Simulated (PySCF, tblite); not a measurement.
**C₅H₈BNS: geometry, infrared bands and NMR shifts**

Aim: predict the infrared bands and NMR shifts of C₅H₈BNS (`C=C1C=NB(SC)C1`).

Computed with tblite 0.8.0 and PySCF 2.14.0, with density-fitted response routines of our own, on a single molecule in the gas phase. Atoms count from 0, in the outputs and in this text.

### Step 1. The molecule as given

16 atoms, charge 0, multiplicity 1; geometry from: force field or distance geometry start.

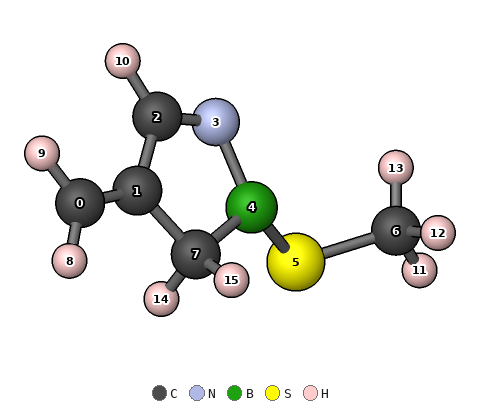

As it starts; carbon dark grey, nitrogen light blue, boron green, sulfur yellow, hydrogen pink, atoms numbered.

### Step 2. Optimising the geometry with GFN2-xTB

What the job is given:

```
{"job": {"kind": "relax", "xc": "GFN2-xTB", "basis": "xTB"}, "charge": 0, "multiplicity": 1}
C     -3.158500    -0.043900    -0.009700
C     -1.874600     0.215700     0.062500
C     -1.230000     1.506000     0.048200
N      0.029400     1.458200     0.134900
B      0.534000     0.006700     0.271600
S      2.130300    -0.710300    -0.436600
C      3.597200    -0.288000     0.511100
C     -0.811100    -0.843600     0.213900
H     -3.565800    -1.047700     0.019600
H     -3.841700     0.784300    -0.100500
H     -1.806100     2.442300    -0.052800
H      4.459900    -0.840400     0.097000
H      3.489600    -0.541300     1.610200
H      3.771400     0.796600     0.476300
H     -0.794400    -1.422800    -0.720700
H     -0.937200    -1.462600     1.130900
```

Launch:

```
$ OMP_NUM_THREADS=1 python probes_run.py task.json out
```

The driver reads the jobs from task.json and runs them one after another.

Output:

```text
step      E/eV     max force
  0    -601.90487    2.320
  1    -602.11118    1.667
  2    -602.25854    0.978
  3    -602.32496    0.738
  4    -602.38399    0.454
  5    -602.39833    0.350
  6    -602.41754    0.380
  7    -602.44643    0.408
  8    -602.46374    0.326
  9    -602.48058    0.348
 10    -602.49829    0.409
 11    -602.51966    0.531
 12    -602.54435    0.514
 13    -602.57309    0.460
 14    -602.60138    0.482
 15    -602.63057    0.468
 16    -602.66685    0.526
 17    -602.70387    0.570
 18    -602.73480    0.544
 19    -602.75991    0.415
 20    -602.77731    0.351
 21    -602.79082    0.432
 22    -602.80634    0.342
 23    -602.82881    0.308
 24    -602.84474    0.304
 25    -602.86646    0.367
 26    -602.88285    0.277
 27    -602.89778    0.321
 28    -602.91096    0.306
 29    -602.92349    0.341
 30    -602.93390    0.288
 31    -602.94145    0.256
 32    -602.94755    0.188
 33    -602.95377    0.221
 34    -602.95911    0.225
 35    -602.96418    0.250
 36    -602.96825    0.182
 37    -602.97178    0.124
 38    -602.97455    0.133
 39    -602.97687    0.147
 40    -602.97893    0.161
 41    -602.98047    0.086
 42    -602.98137    0.065
 43    -602.98197    0.067
 44    -602.98251    0.061
 45    -602.98304    0.055
 46    -602.98346    0.057
 47    -602.98376    0.041
 48    -602.98401    0.046
 49    -602.98421    0.033
 50    -602.98433    0.027
 51    -602.98441    0.025
 52    -602.98449    0.023
 53    -602.98460    0.026
 54    -602.98470    0.026
 55    -602.98479    0.026
 56    -602.98488    0.029
 57    -602.98499    0.027
 58    -602.98509    0.023
 59    -602.98517    0.023
 60    -602.98524    0.021
 61    -602.98535    0.031
 62    -602.98552    0.040
 63    -602.98574    0.038
 64    -602.98596    0.030
 65    -602.98614    0.035
 66    -602.98630    0.042
 67    -602.98648    0.042
 68    -602.98665    0.032
 69    -602.98678    0.023
 70    -602.98690    0.024
 71    -602.98705    0.033
 72    -602.98722    0.031
 73    -602.98737    0.028
 74    -602.98748    0.027
 75    -602.98759    0.030
 76    -602.98775    0.039
 77    -602.98797    0.040
 78    -602.98819    0.036
 79    -602.98830    0.036
 80    -602.98833    0.041
 81    -602.98841    0.021
 82    -602.98847    0.017
 83    -602.98857    0.019
 84    -602.98864    0.023
 85    -602.98875    0.029
 86    -602.98887    0.037
 87    -602.98915    0.062
 88    -602.98960    0.065
 89    -602.99003    0.040
 90    -602.99027    0.041
 91    -602.99052    0.032
 92    -602.99073    0.034
 93    -602.99090    0.028
 94    -602.99100    0.033
 95    -602.99107    0.026
 96    -602.99118    0.027
 97    -602.99135    0.035
 98    -602.99153    0.027
 99    -602.99167    0.027
100    -602.99176    0.026
101    -602.99185    0.041
102    -602.99197    0.034
103    -602.99214    0.014
104    -602.99216    0.009
```

Wall time 2.1 s (1 thread of Intel Xeon at 2.50GHz, shared host); peak memory 0.18 GiB.

Along the way: (not every step is listed)

| step | energy from step 0 (eV) | largest force (eV/Å) |
| --- | --- | --- |
| 0 | 0.0000 | 2.3205 |
| 1 | -0.2063 | 1.6674 |
| 2 | -0.3537 | 0.9775 |
| 3 | -0.4201 | 0.7381 |
| 4 | -0.4791 | 0.4540 |
| 5 | -0.4935 | 0.3504 |
| 6 | -0.5127 | 0.3803 |
| 7 | -0.5416 | 0.4080 |
| 8 | -0.5589 | 0.3264 |
| 17 | -0.7990 | 0.5695 |
| 26 | -0.9780 | 0.2767 |
| 35 | -1.0593 | 0.2505 |
| 44 | -1.0776 | 0.0607 |
| 53 | -1.0797 | 0.0258 |
| 62 | -1.0806 | 0.0397 |
| 71 | -1.0822 | 0.0326 |
| 80 | -1.0835 | 0.0411 |
| 89 | -1.0852 | 0.0396 |
| 98 | -1.0867 | 0.0273 |
| 99 | -1.0868 | 0.0275 |
| 100 | -1.0869 | 0.0261 |
| 101 | -1.0870 | 0.0410 |
| 102 | -1.0871 | 0.0336 |
| 103 | -1.0873 | 0.0143 |
| 104 | -1.0873 | 0.0086 |

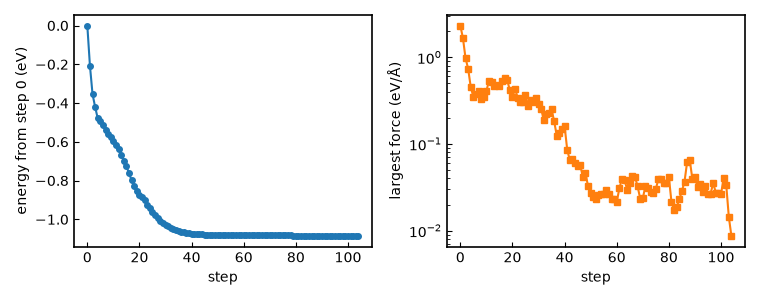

Energy and force, step by step.

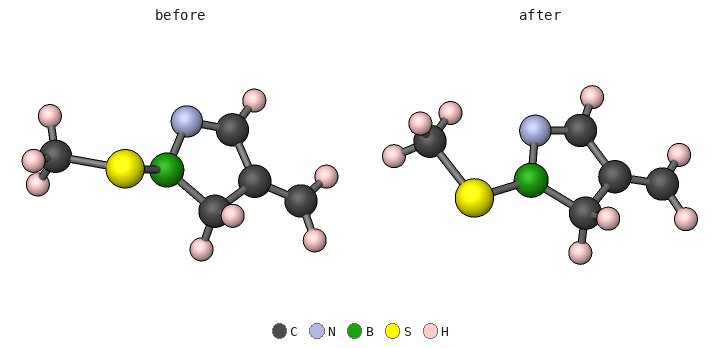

The geometry before (left) and after (right).

Distances of close pairs at the start and the end, largest changes first:

| bond | before (Å) | after (Å) | change (Å) |
| --- | --- | --- | --- |
| B4–S5 | 1.888 | 1.763 | -0.125 |
| N3–B4 | 1.543 | 1.462 | -0.081 |
| C6–H12 | 1.133 | 1.085 | -0.048 |
| S5–C6 | 1.797 | 1.828 | +0.031 |
| C7–H15 | 1.114 | 1.091 | -0.022 |
| C2–H10 | 1.104 | 1.083 | -0.021 |
| C6–H11 | 1.105 | 1.085 | -0.020 |
| C1–C2 | 1.442 | 1.461 | +0.018 |

The end geometry stands in the next job.

### Step 3. Infrared spectrum with GFN2-xTB

What the job is given:

```
{"job": {"kind": "ir", "xc": "GFN2-xTB", "basis": "xTB"}, "charge": 0, "multiplicity": 1}
C     -3.047734     0.228155    -0.039310
C     -1.723430     0.124508     0.031766
C     -0.796624     1.249253     0.132667
N      0.444512     0.963496     0.234350
B      0.579663    -0.492312     0.214692
S      2.125681    -1.324310     0.370778
C      3.294611     0.069858     0.548722
C     -0.880774    -1.126741     0.046542
H     -3.685352    -0.637982    -0.102453
H     -3.537053     1.188161    -0.032794
H     -1.131329     2.279673     0.125796
H      4.021623     0.003979    -0.254083
H      3.791947    -0.029714     1.508299
H      2.733931     0.995794     0.493788
H     -1.014389    -1.690310    -0.879039
H     -1.182881    -1.792564     0.856350
```

Output:

```text
mode    cm-1     km/mol
  1      53.8      0.49
  2      88.5      1.79
  3     115.9      4.16
  4     146.1      4.67
  5     199.6      0.18
  6     262.7      0.43
  7     350.0      1.05
  8     366.5      0.97
  9     414.0      0.62
 10     526.4     29.99
 11     631.2      1.95
 12     674.6      2.69
 13     722.1      7.61
 14     768.0      3.25
 15     782.8     69.55
 16     890.1     21.06
 17     895.1      6.65
 18     907.8      3.82
 19     939.7      1.53
 20     953.3      1.93
 21     962.7     25.97
 22    1045.8    127.06
 23    1064.9      3.93
 24    1073.7    123.56
 25    1191.0    112.02
 26    1227.6     18.33
 27    1259.8      8.82
 28    1308.2      0.97
 29    1404.4      0.85
 30    1430.7     12.57
 31    1436.8      7.89
 32    1448.9      4.72
 33    1591.7    173.19
 34    1691.7      7.95
 35    2965.3     20.96
 36    2990.6     13.90
 37    3028.8     50.38
 38    3041.3      7.30
 39    3049.6      5.96
 40    3065.3      0.22
 41    3096.1     15.09
 42    3122.2     28.44
```

It took 1.6 s on 1 thread of Intel Xeon at 2.50GHz, shared host; peak memory 0.18 GiB.

Which atoms move in the most intense modes:

| cm⁻¹ | km/mol | atoms |
| --- | --- | --- |
| 526 | 30.0 | C1 26 %, B4 19 %, N3 17 %, H10 11 % |
| 783 | 69.5 | C7 27 %, B4 19 %, H15 19 %, H14 16 % |
| 1046 | 127.1 | B4 64 % |
| 1074 | 123.6 | B4 60 %, N3 16 % |
| 1191 | 112.0 | C7 32 %, H15 23 %, H14 21 %, B4 13 % |
| 1592 | 173.2 | C2 53 %, N3 39 % |
| 3029 | 50.4 | H10 93 % |
| 3122 | 28.4 | H8 50 %, H9 40 % |

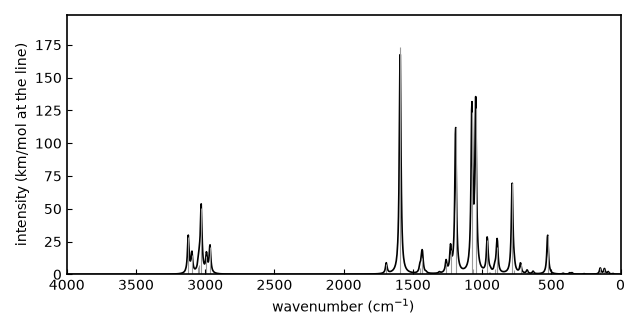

The infrared spectrum from these modes, unscaled. Lines are broadened to a width of 14 cm⁻¹ (Lorentzian).

### Step 4. NMR shieldings: PBE0/pcSseg-1

Same as in step 3 but for these lines:

```diff
@@ -1,2 +1,2 @@
-{"job": {"kind": "ir", "xc": "GFN2-xTB", "basis": "xTB"}, "charge": 0, "multiplicity": 1}
+{"job": {"kind": "nmr", "xc": "PBE0", "basis": "pcSseg-1"}, "charge": 0, "multiplicity": 1}
 C     -3.047734     0.228155    -0.039310
```

Level: GIAO PBE0/pcSseg-1 NMR shielding, non-relativistic, gas phase.

Output:

```text
coarse grid: 14168 points
cycle   1  E = -672.5371728572  dE =  1.133e+00  |g| = 4.534e-01  |ddm| = 3.751e+00
cycle   2  E = -672.4856435067  dE =  5.153e-02  |g| = 6.731e-01  |ddm| = 1.245e+00
cycle   3  E = -672.5869564683  dE = -1.013e-01  |g| = 1.409e-01  |ddm| = 8.367e-01
cycle   4  E = -672.5915263379  dE = -4.570e-03  |g| = 3.670e-02  |ddm| = 1.522e-01
cycle   5  E = -672.5918345113  dE = -3.082e-04  |g| = 1.385e-02  |ddm| = 5.447e-02
cycle   6  E = -672.5918838152  dE = -4.930e-05  |g| = 4.639e-03  |ddm| = 1.753e-02
cycle   7  E = -672.5918887782  dE = -4.963e-06  |g| = 1.347e-03  |ddm| = 4.868e-03
final grid: 132968 points
cycle   8  E = -672.6383627539  dE = -3.623e-05  |g| = 9.984e-03  |ddm| = 3.821e-02
cycle   9  E = -672.6383433643  dE =  1.939e-05  |g| = 1.309e-02  |ddm| = 2.262e-02
cycle  10  E = -672.6383878457  dE = -4.448e-05  |g| = 1.788e-03  |ddm| = 1.384e-02
cycle  11  E = -672.6383886708  dE = -8.251e-07  |g| = 3.608e-04  |ddm| = 1.854e-03
cycle  12  E = -672.6383887030  dE = -3.217e-08  |g| = 1.409e-04  |ddm| = 5.152e-04
cycle  13  E = -672.6383887069  dE = -3.939e-09  |g| = 5.522e-05  |ddm| = 1.722e-04
cycle  14  E = -672.6383887076  dE = -6.671e-10  |g| = 1.315e-05  |ddm| = 5.889e-05
converged SCF energy = -672.6383887076

GIAO shielding tensors (ppm)
atom      isotropic    diamagn.    paramagn.     s11        s22        s33       span
  0 C       62.591     250.924    -188.333    -38.216     62.188    163.802    202.018
  1 C       24.463     264.579    -240.115    -72.379     25.278    120.491    192.870
  2 C       -6.854     250.208    -257.063   -100.352    -16.532     96.321    196.673
  3 N     -133.196     327.438    -460.635   -464.077   -190.907    255.394    719.470
  4 B       38.037     192.882    -154.846    -17.352     48.883     82.579     99.931
  5 S      502.603    1059.340    -556.737    324.765    568.783    614.262    289.497
  6 C      169.219     250.775     -81.556    155.924    160.914    190.819     34.895
  7 C      162.152     253.559     -91.406    150.647    158.996    176.814     26.167
  8 H       25.806      29.721      -3.915     23.529     24.100     29.789      6.260
  9 H       25.721      29.790      -4.069     23.053     24.598     29.512      6.459
 10 H       22.782      31.813      -9.031     20.928     21.831     25.586      4.657
 11 H       29.489      28.783       0.705     23.994     27.124     37.348     13.354
 12 H       29.482      28.543       0.939     23.975     27.129     37.341     13.366
 13 H       26.883      30.161      -3.278     20.016     26.754     33.880     13.864
 14 H       29.775      31.451      -1.677     24.776     29.619     34.929     10.153
 15 H       29.767      31.229      -1.462     24.778     29.816     34.707      9.929
```

It took 73 s on 1 thread of Intel Xeon at 2.50GHz, shared host; peak memory 0.88 GiB.

Shifts follow as δ = σ(reference) − σ, with reference shieldings (ppm) from runs at the same level and on the same kind of geometry: 1H TMS 31.72, 13C TMS 186.9, 15N NH3 267.7, 11B BF3·OEt2 100.1, 33S CS2 504. The references are single molecules in the gas phase, so shifts against H2O, NH3, PH3, H3PO4 or CFCl3 are not on the usual liquid scales and can be off by tens of ppm. Atoms listed in one row are averaged.

| atoms | environment | σ (ppm) | δ (ppm) | δ scaled to CDCl3 |
| --- | --- | --- | --- | --- |
| C2 | C=N carbon | -6.9 | 193.8 | 187.2 |
| C1 | fully substituted alkene carbon | 24.5 | 162.5 | 156.6 |
| C0 | terminal =CH2 carbon | 62.6 | 124.3 | 119.4 |
| C7 | allylic sp3 CH2 bonded to B | 162.2 | 24.8 | 22.3 |
| C6 | methyl carbon bonded to S | 169.2 | 17.7 | 11.0 |
| H10 | hydrogen on a C=N carbon | 22.78 | 8.94 | 8.53 |
| H9 | hydrogen on a terminal =CH2 carbon | 25.72 | 6.00 | 5.76 |
| H8 | hydrogen on a terminal =CH2 carbon | 25.81 | 5.91 | 5.68 |
| H11, H12, H13 | hydrogen on a methyl carbon bonded to S | 28.62 | 3.10 | 3.03 |
| H14, H15 | hydrogen on an allylic sp3 CH2 bonded to B | 29.77 | 1.95 | 1.94 |
| N3 | imine nitrogen | -133.2 | 400.9 | – |
| B4 | boron bonded to C, N, S, in a 5-membered ring | 38.0 | 62.0 | – |
| S5 | sulfur bonded to C, B | 503 | 1 | – |

The scaled column applies a straight-line fit of computed shieldings to shifts measured in CDCl3, with any fitted terms for Cl, Br or S neighbours (root-mean-square error 0.16 ppm for H, 1.9 ppm for C).

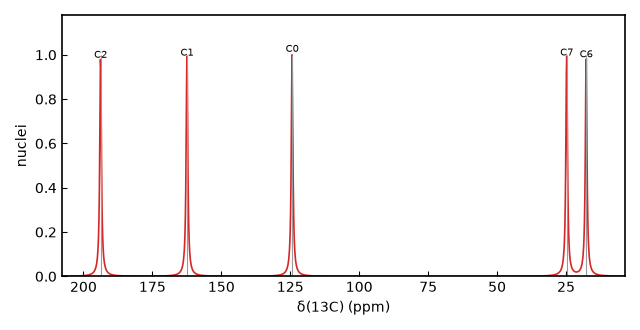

13C lines at the computed shifts, without couplings. Lines are broadened to a width of 0.70 ppm (Lorentzian).

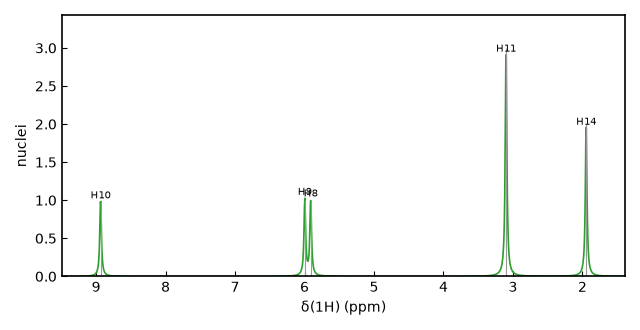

1H lines at the computed shifts, without couplings. Lines are broadened to a width of 0.03 ppm (Lorentzian).

The run also stored atomic charges by several schemes (e):

| atoms | Mulliken | IAO | Hirshfeld | ESP fit |
| --- | --- | --- | --- | --- |
| C0 | -0.02 | -0.30 | -0.08 | -0.58 |
| C1 | -0.42 | -0.01 | 0.00 | 0.27 |
| C2 | 0.19 | 0.07 | 0.06 | 0.11 |
| N3 | -0.43 | -0.39 | -0.22 | -0.48 |
| B4 | 0.52 | 0.13 | 0.13 | 0.51 |
| S5 | -0.19 | 0.12 | -0.02 | -0.34 |
| C6 | -0.39 | -0.50 | -0.12 | 0.12 |
| C7 | -0.37 | -0.43 | -0.15 | -0.46 |

Mulliken charges:

C0 -0.02; C1 -0.42; C2 0.19; N3 -0.43; B4 0.52; S5 -0.19; C6 -0.39; C7 -0.37; H8 0.12; H9 0.11; H10 0.08; H11 0.15; H12 0.15; H13 0.18; H14 0.16; H15 0.16

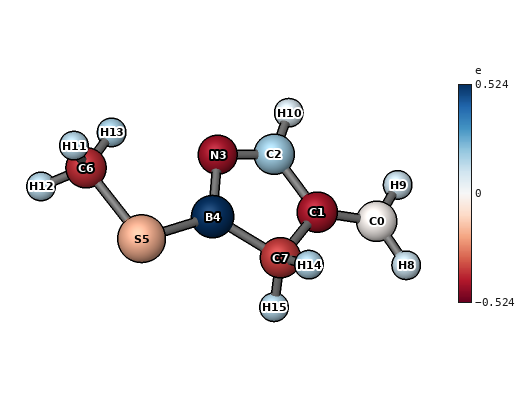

Mulliken charges, as colours on the atoms.

Mayer bond orders: C0–C1 1.90, C1–C2 1.07, C2–N3 1.81, N3–B4 1.08, B4–S5 1.24, S5–C6 0.99, B4–C7 0.94, C7–C1 1.05.

Ring of atoms C1, C2, N3, B4, C7: NICS(0) 3.7, NICS(1) -4.0, NICS(1)zz -4.5 ppm (means of both faces).

### Step 5. Summary of results

| quantity | value |
| --- | --- |
| strongest single infrared mode (GFN2-xTB) | 1592 cm⁻¹, 173 km/mol |
| zero-point energy (GFN2-xTB) | 76.0 kcal/mol |
| 13C shifts against TMS (PBE0/pcSseg-1) | 193.8, 162.5, 124.3, 24.8, 17.7 ppm |
| 1H shifts against TMS (PBE0/pcSseg-1, means over atoms taken as alike) | 8.94, 6.00, 5.91, 3.10, 1.95 ppm |
| 15N shifts against NH3 (PBE0/pcSseg-1) | 400.9 ppm |
| 11B shifts against BF3·OEt2 (PBE0/pcSseg-1) | 62.0 ppm |
| 33S shifts against CS2 (PBE0/pcSseg-1) | 1 ppm |

Relaxing lowered the energy by 1.087 eV in 104 steps; the close pair that moved most is B4–S5, from 1.888 to 1.763 Å. No mode is imaginary among the 42: a minimum at this level. The strongest single mode, at 1592 cm⁻¹, moves mainly C2 and N3. Unscaled tight-binding wavenumbers are off by several per cent, some by more. Its intensities can rank the bands wrongly. At PBE0/pcSseg-1: Shielding is most anisotropic at N3 (span 719 ppm, paramagnetic term -461 ppm).
